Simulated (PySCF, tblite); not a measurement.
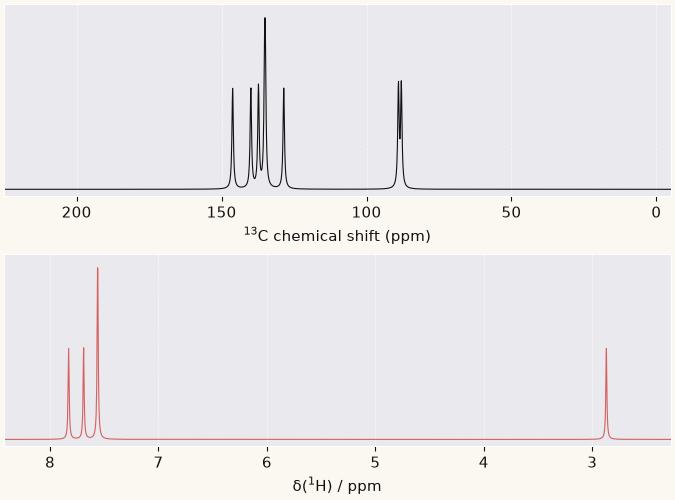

GIAO shifts, PBE0/pcSseg-1 with PySCF, at a GFN2-xTB geometry (a minimum by its frequencies), against TMS for ¹³C and TMS for ¹H computed at the same level. Gas phase, fully decoupled, line heights follow the number of nuclei, widths are arbitrary (no quadrupolar broadening); values of one conformer, averaged over methyl-type rotors and exact or near symmetry.

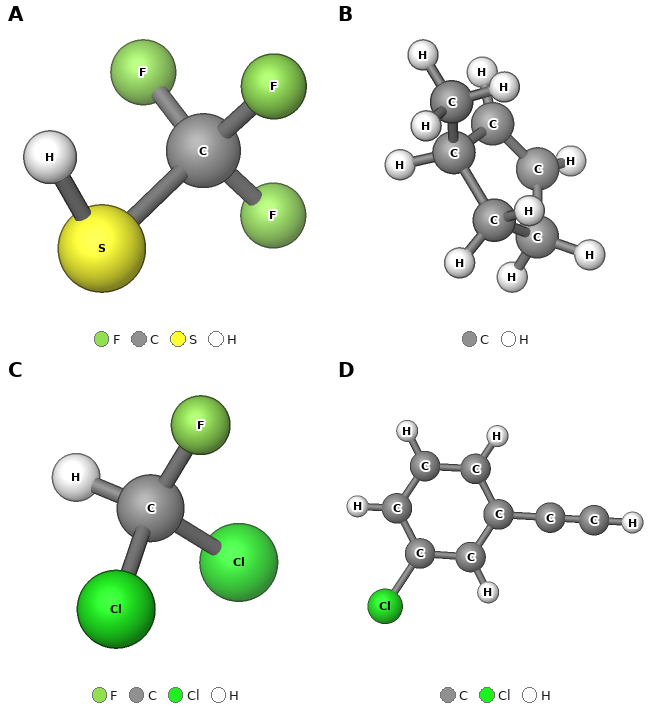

**Which molecule was computed? Choose among the lettered structures.**

Structure D, C₈H₅Cl (1-chloro-3-ethynylbenzene), SMILES C#Cc1cccc(Cl)c1. Its ¹³C signals: 146.2 (1 C), 139.9 (1 C), 137.3 (1 C), 135.1 (1 C), 134.9 (1 C), 128.5 (1 C), 89.0 (1 C), 88.0 (1 C) ppm. Its ¹H signals: 7.83 (1 H), 7.69 (1 H), 7.56 (1 H), 7.56 (1 H), 2.87 (1 H) ppm.

Known limits of this run: the tight-binding geometry is rougher than a DFT one and adds to the error.
